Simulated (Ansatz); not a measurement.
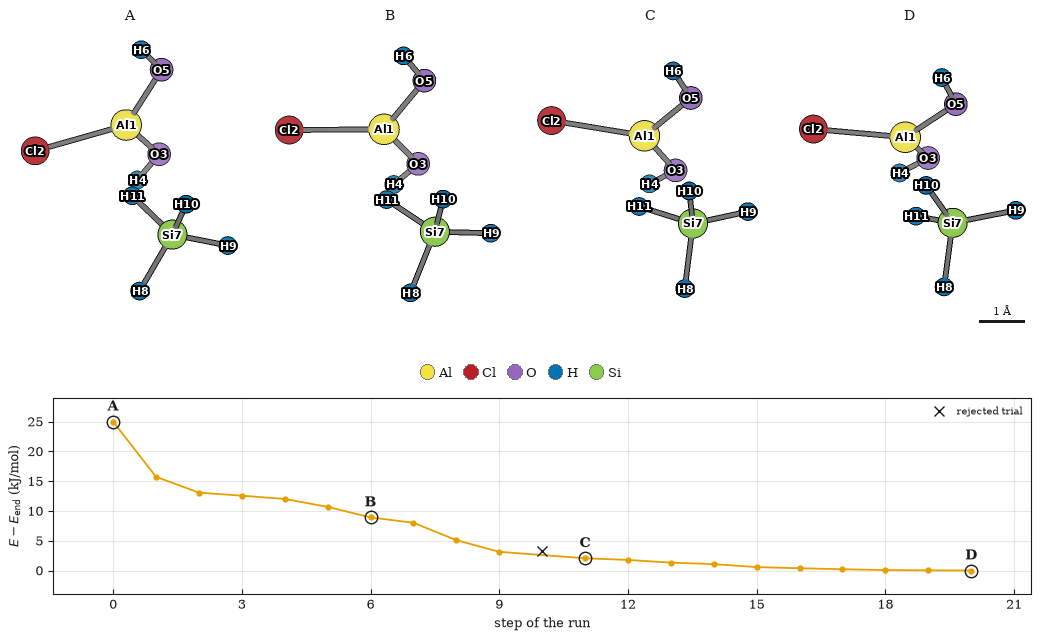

Frames of a relaxation of AlSiH$_{6}$O$_{2}$Cl, marked on the history of the run. The picture is a ball-and-stick view, seen from a free direction.

The run prepares an end point of a later path (reaction) calculation, from a guessed geometry.

Theory: RKS PBE0-D4/6-31G* (Ansatz 0.2.0).

Input
```yaml
crystal:
  periodic: [false, false, false]
  atoms:
    - { symbol: Al, position_ang: [-0.002089, -0.46274, -0.035123] }
    - { symbol: Cl, position_ang: [0.017986, -1.02455, 2.084256] }
    - { symbol: O, position_ang: [1.440234, -0.427544, -0.928327] }
    - { symbol: H, position_ang: [2.266329, -0.718125, -0.534549] }
    - { symbol: O, position_ang: [-1.477487, -0.232411, -0.846837] }
    - { symbol: H, position_ang: [-2.303041, -0.354661, -0.369458] }
    - { symbol: Si, position_ang: [0.089258, 2.860116, 1.106543] }
    - { symbol: H, position_ang: [0.814374, 3.287316, 2.330343] }
    - { symbol: H, position_ang: [0.812151, 3.297648, -0.114033] }
    - { symbol: H, position_ang: [-1.303716, 3.373822, 1.1049] }
    - { symbol: H, position_ang: [0.040501, 1.381629, 1.141885] }
basis:
  gaussian: { orbitals: "6-31G*" }
hamiltonian:
  xc: pbe0
  dispersion: d4
relax:
  f_tol: 0.03
  max_steps: 50
```

Run as
```bash
ansatz run input.yaml --threads 2 --pin off --max-ram 3072MiB --backend cpu --events-out ev --progress --plain --runs-dir out
```

What happens along the run?

Answer. The energy falls by 25.0 kJ/mol in 19 accepted moves (20 points after the start). The largest force component goes from 1.1 to 0.027 eV/Å. The line search rejected the trial step at point 10 of the run. H10 moves most after the best rigid fit: 1.03 Å. By element the largest moves are H 1.03 Å, O 0.89 Å, Cl 0.49 Å, Al 0.29 Å, Si 0.27 Å. Among the contacts that change: Al1–Si7 3.515 → 3.056 Å, Al1–H11 2.188 → 1.983 Å, Al1–Cl2 2.193 → 2.115 Å, Si7–H11 1.480 → 1.517 Å. Among the angles between lasting bonds that change: H8–Si7–H11 106.5° → 102.2°, H9–Si7–H10 110.7° → 114.8°. From step 0 to 6: Cl2 moves most (0.59 Å), energy −16.1 kJ/mol. From step 6 to 11: H9 moves most (0.49 Å), energy −6.85 kJ/mol. From step 11 to 20: H atoms move most (0.57 Å), energy −2.06 kJ/mol.

| step | E − E(0), kJ/mol | largest force component, eV/Å | note |
| --- | --- | --- | --- |
| 0 | 0.00 | 1.0740 |  |
| 1 | -9.27 | 0.5522 |  |
| 2 | -11.92 | 0.0555 |  |
| 3 | -12.43 | 0.2683 |  |
| 4 | -12.99 | 0.1755 |  |
| 5 | -14.31 | 0.0820 |  |
| 6 | -16.09 | 0.2177 |  |
| 7 | -16.98 | 0.6158 |  |
| 8 | -19.90 | 0.3270 |  |
| 9 | -21.86 | 0.2961 |  |
| 10 | -21.79 | 0.2131 | rejected |
| 11 | -22.94 | 0.0752 |  |
| 12 | -23.22 | 0.0605 |  |
| 13 | -23.67 | 0.1876 |  |
| 14 | -23.93 | 0.1578 |  |
| 15 | -24.43 | 0.1098 |  |
| 16 | -24.62 | 0.1233 |  |
| 17 | -24.78 | 0.0982 |  |
| 18 | -24.92 | 0.0401 |  |
| 19 | -24.97 | 0.0294 |  |
| 20 | -25.00 | 0.0269 |  |
